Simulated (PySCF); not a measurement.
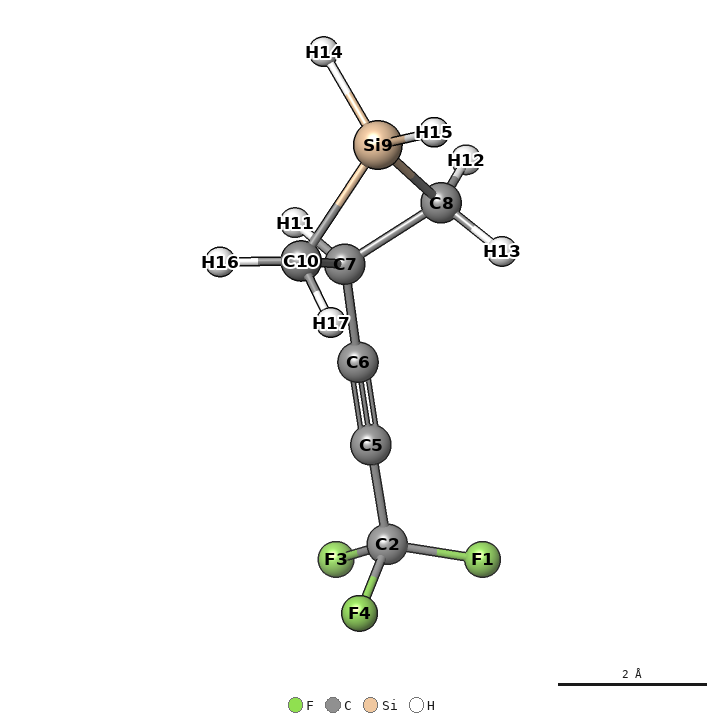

Numbered structure. The geometry was computed by an optimisation with PBE0-D3(BJ)/def2-SVP. No frequency run is at hand to confirm it as a minimum.

Give the bond lengths. Leave out bonds to hydrogen.

| bond | length (Å) | order |
| --- | --- | --- |
| F1–C2 | 1.335 | single |
| C2–F3 | 1.335 | single |
| C2–F4 | 1.335 | single |
| C2–C5 | 1.462 | single |
| C5–C6 | 1.211 | triple |
| C6–C7 | 1.452 | single |
| C7–C8 | 1.561 | single |
| C7–C10 | 1.561 | single |
| C8–Si9 | 1.899 | single |
| Si9–C10 | 1.899 | single |
